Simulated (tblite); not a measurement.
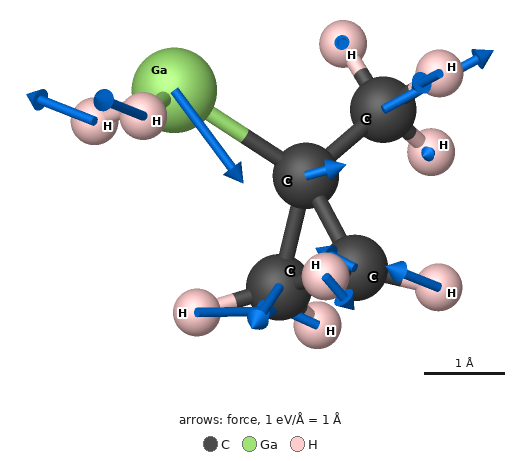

Starting geometry of C₄H₉Ga with the computed forces as blue arrows. The picture is a ball-and-stick view, seen at a tilt.

Method: GFN2-xTB geometry optimisation, gas phase (tblite 0.8.0). 

Q: What follows when this structure is relaxed?

A: It isn't relaxed: the largest force vector, on a C atom, is 1.63 eV/Å. The final displacements have little in common with the starting forces (cosine between the two patterns 0.01). The largest move after the best rigid fit is that of an H atom, 1.98 Å. By element the largest moves are H 1.98 Å, Ga 0.29 Å, C 0.22 Å. Some distances before and after: Ga–H 1.498 → 1.587 Å, C–H 1.128 → 1.087 Å, C–C 1.523 → 1.491 Å, C–C 1.489 → 1.517 Å. Among the angles between lasting bonds that change: C–Ga–H 103.4° → 126.0°, Ga–C–C 127.9° → 113.9°, C–C–Ga 111.2° → 119.3°. Groups turn about C–C by about 30°. Over 94 geometry steps the energy falls by 21.7 kcal/mol. The run took 0.76 s on 1 thread of Arm Neoverse N1, on a shared host.
